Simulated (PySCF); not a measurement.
## Electronic structure of C$_{4}$H$_{11}$NSi in real space

Input

```
{"job": {"kind": "nmr", "xc": "PBE0", "basis": "pcSseg-1", "pop": false}, "charge": 0, "multiplicity": 1}
Si     2.104600     0.132100    -0.176500
N      0.448000     0.209300     0.355800
C     -0.419800     1.343400     0.252900
C     -1.668700     0.759800    -0.464700
C     -1.776400    -0.581900     0.193600
C     -0.342100    -0.957300     0.703600
H      2.289300     1.511300    -0.703500
H      2.205500    -0.929000    -1.178400
H      2.976600    -0.270100     0.981100
H     -0.549200     1.785600     1.271600
H      0.092200     2.183600    -0.287000
H     -1.332200     0.610400    -1.500900
H     -2.491300     1.419800    -0.397100
H     -2.175700    -1.349600    -0.491700
H     -2.457300    -0.523500     1.075200
H     -0.317100    -1.114700     1.794500
H      0.026800    -1.799400     0.210800
```

Run with:

```sh
OMP_NUM_THREADS=1 python probes_run.py task.json out
```

Geometry: GFN2-xTB, MD frame at 250 fs, 200 K.

Level of theory: PBE0/pcSseg-1, SCF density, gas phase, non-relativistic (PySCF 2.14.0).

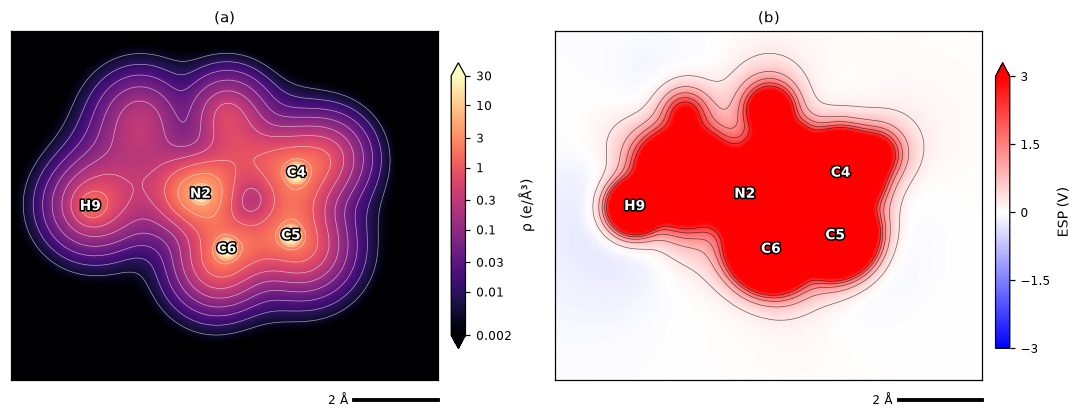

Figure 1. (a) electron density; (b) electrostatic potential on the plane of atoms C4, C5 and C6.

Interpret the plot.

- The plane passes through N, C and H nuclei.
- C–N (1.45 Å): the density is about 1.9 e/Å³ at the midpoint.
- C–C (1.50 Å): ρ at the midpoint is about 1.7 e/Å³.
- C–C (1.57 Å): ρ is about 1.5 e/Å³ halfway.
- The potential has no marked negative region in this plane.

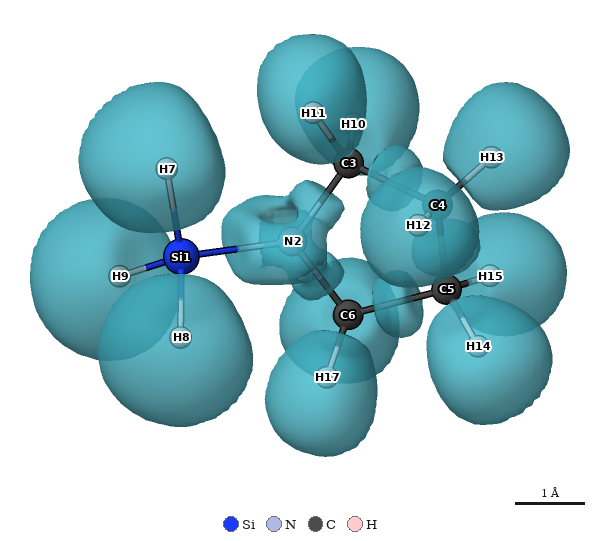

Figure 2. Isosurface of the ELF at 0.75 (cyan), seen at a tilt. Core shells and regions of very low density are left out.

Describe the localisation domains.

The surface consists of three regions between bonded C–C atoms (shared pairs), eleven regions around hydrogen nuclei and one region on N in which the atom's valence shell and bonds are merged. Profiles from the grid: C–N (1.43 Å): the ELF peaks at about 0.90 between the atoms (a shared electron pair). C–C (1.50 Å): the ELF peaks at about 0.95 between the atoms: a shared electron pair.

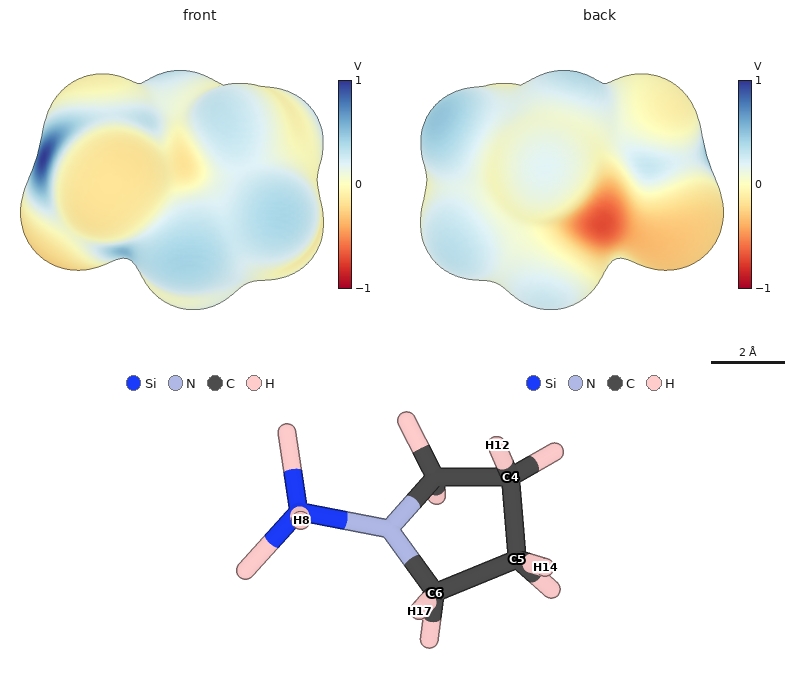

Figure 3. The molecular electrostatic potential painted on the density surface at 0.001 e/bohr³, seen from the front and from behind; red is negative and blue positive. The bare structure is drawn below in the same view.

Describe the electrostatic potential map.

The most negative region (about −0.7 V) lies over N2, the most positive (about +0.9 V) over Si1.
